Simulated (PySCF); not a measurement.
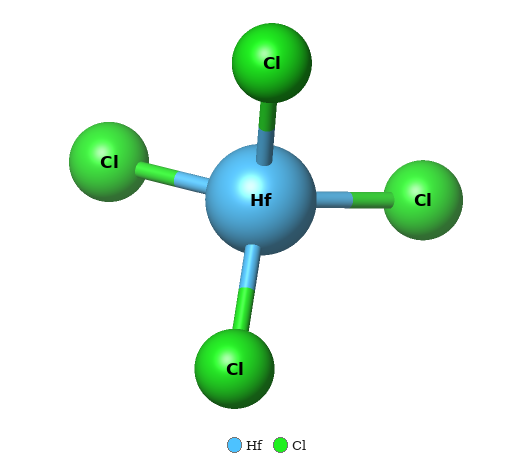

The species is neutral and a spin singlet. The computed structure is the end point of a PBE0-D3(BJ)/def2-SVP optimisation. No frequency run is at hand to confirm it as a minimum.

Question: What is the coordination number of the metal, and which atoms bind to it?

Answer: Hf binds 4 atoms: 4 Cl at 2.32 Å. The arrangement is tetrahedral.

Question: What are the formal oxidation state of the metal and its number of d electrons?

Answer: Hf(IV), d⁰, counting the ligands as closed-shell ions or neutral donors.
